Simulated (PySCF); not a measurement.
## Electronic structure of C₅H₁₀BF₃Si in real space

Input file:

```
{"job": {"kind": "nmr", "xc": "PBE0", "basis": "pcSseg-1"}, "charge": 0, "multiplicity": 1}
C      2.215297     0.272119    -1.170814
B      1.314969     0.122850     0.111552
C      1.970500     0.065343     1.540298
Si    -0.596078    -0.034067    -0.064868
C     -1.619258    -0.281358     1.591047
F     -1.422336     0.736654     2.463208
F     -2.950719    -0.380209     1.427859
F     -1.239124    -1.397980     2.258065
C     -1.671983    -0.770618    -1.457068
C     -1.811067     0.736679    -1.317062
H      3.081817     0.911540    -1.012127
H      1.689794     0.625841    -2.054812
H      2.618151    -0.711133    -1.422231
H      3.057643     0.096597     1.545232
H      1.660114    -0.829071     2.082080
H      1.616991     0.897545     2.151711
H     -1.188757    -1.120970    -2.356670
H     -2.545364    -1.355576    -1.208135
H     -1.414299     1.326825    -2.129261
H     -2.771440     1.099668    -0.981040
```

Launched as:

```sh
OMP_NUM_THREADS=1 python probes_run.py task.json out
```

Geometry: GFN2-xTB.

These are results of PySCF, PBE0/pcSseg-1, SCF density, gas phase, non-relativistic, not measurements.

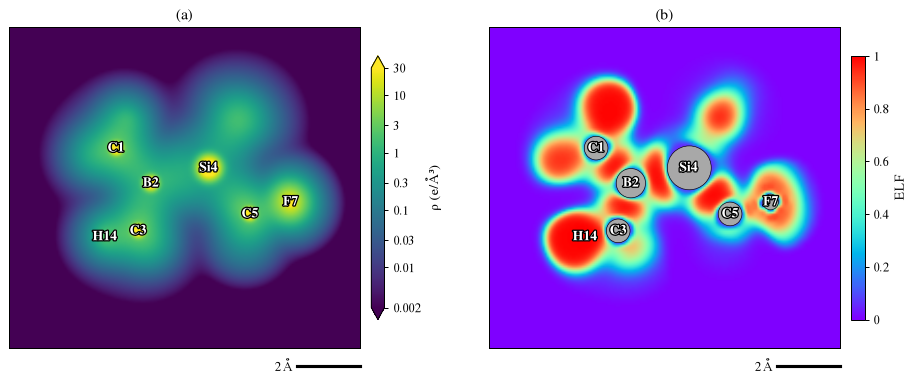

Figure 1. (a) total electron density; (b) electron localisation function on the plane of atoms C3, B2 and Si4. Grey discs cover the atomic cores in the ELF map.

Interpret the plot.

The plane passes through C, B, Si, F and H nuclei. C–F (1.35 Å): ρ at the midpoint is about 2.3 e/Å³, with its minimum of 1.9 e/Å³ about 0.5 Å from C; the ELF peaks at about 0.85 between the atoms, as expected for a shared but strongly polarised pair. C–B (1.57 Å): ρ is about 1.4 e/Å³ halfway; the ELF peaks at about 0.95 between the atoms (a shared electron pair). Si–B (1.93 Å): the density is about 0.87 e/Å³ at the midpoint; the ELF peaks at about 1 between the atoms (localised, covalent bonding). C–H (1.09 Å): ρ at the midpoint is about 2 e/Å³; the ELF climbs to about 1 towards the hydrogen, as it does in any bond to H (a covalent bond by its length). C–Si (1.96 Å): the density is about 0.89 e/Å³ at the midpoint; the ELF peaks at about 1 between the atoms; a shared electron pair. The ELF also peaks beside F7, away from the bonds: lone-pair regions.

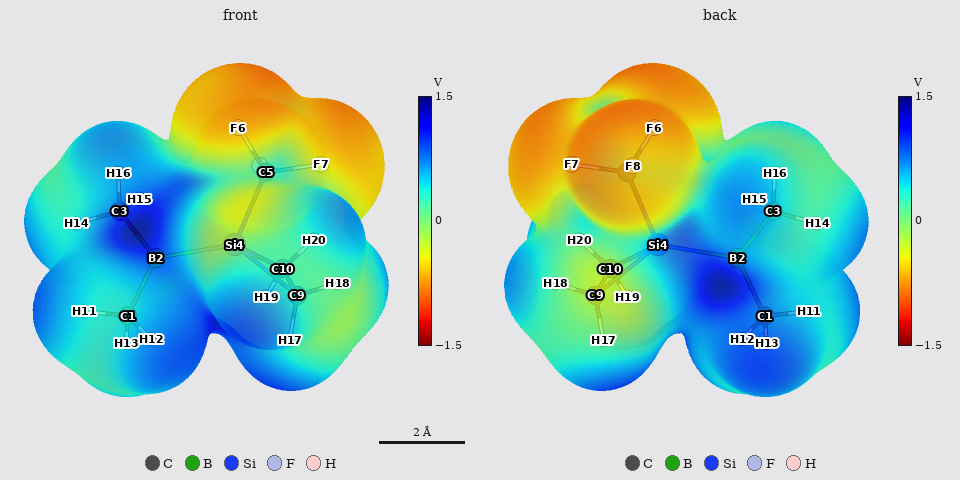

Figure 2. The electrostatic potential painted on the density surface at 0.002 e/bohr³, seen from the front and from behind; red is negative and blue positive.

Where is the surface potential most negative and most positive?

The most negative region (about −0.9 V) lies over F6 and F8, the most positive (about +1.3 V) over B2 and Si4.
